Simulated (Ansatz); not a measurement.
The parent structure is Nb in the bcc (W type) structure (space group Im-3m, No. 229; a = 3.248 Å; relaxed with 0.1 eV smearing). Axes: x, y, z lie along the cube axes.

Structures relaxed with LDA, PAW, 420 eV (Ansatz, a program for electronic structure; spin-orbit coupling left out).

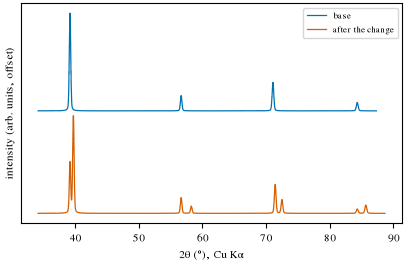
Figure: Simulated powder patterns before (top) and after one change

Problem. Name the change that was made.
A) uniaxial strain ε_zz = −2.50 %
B) uniaxial strain ε_zz = +2.50 %
C) uniaxial strain ε_zz = +2.00 %
D) uniaxial strain ε_zz = +1.50 %

Solution. A, uniaxial strain ε_zz = −2.50 %. Its volume per atom is 16.71 Å³ against 17.14 Å³, and its space group is I4/mmm (No. 139).

No phonon test of stability was made. All final runs are without spin polarisation.
